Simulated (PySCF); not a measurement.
# ErF5 ([ErF5]2-): the cost of one run

Programs: PySCF 2.14.0, with routines of our own; each step states its level. All values are computed. Atoms count from 0.

## Step 1: The starting structure

6 atoms, charge -2, states of the metal's open shell are computed; geometry from: model geometry, bond lengths from ionic radii.

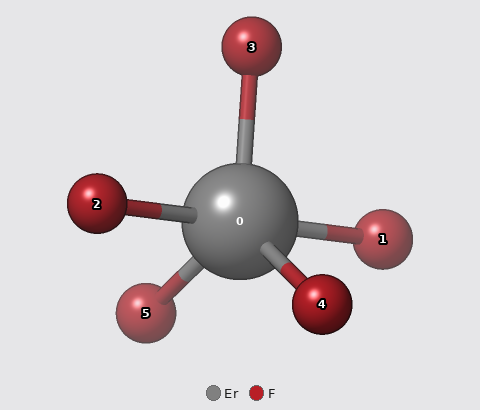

The starting geometry (erbium grey, fluorine red); sticks join atoms by distance alone.

## Step 2: Ligand-field states: state-averaged CASSCF in water

The job: settings as JSON, then the geometry in Å.

```
{"job": {"kind": "lf", "basis": {"metal": "x2c-TZVPall", "ligand": "x2c-SVPall"}, "nevpt": false, "solvent": "water"}, "charge": -2, "metal": "Er", "open_shell": "f11"}
Er     0.000000     0.000000     0.000000
F      0.000000     0.000000     2.130000
F      0.000000     0.000000    -2.130000
F      2.130000     0.000000     0.000000
F     -1.065000     1.844634     0.000000
F     -1.065000    -1.844634     0.000000
```

Method: state-averaged CASSCF of the metal f shell, state-interaction spin-orbit coupling.

Launch:

```sh
$ OMP_NUM_THREADS=1 python lf_run.py task.json out
```

This one command runs all jobs of the session in turn.

Q: Estimate the wall time and peak memory of this first job on 1 thread of Arm Neoverse V2, shared host.

About 28 s, with a peak of 0.48 GiB.
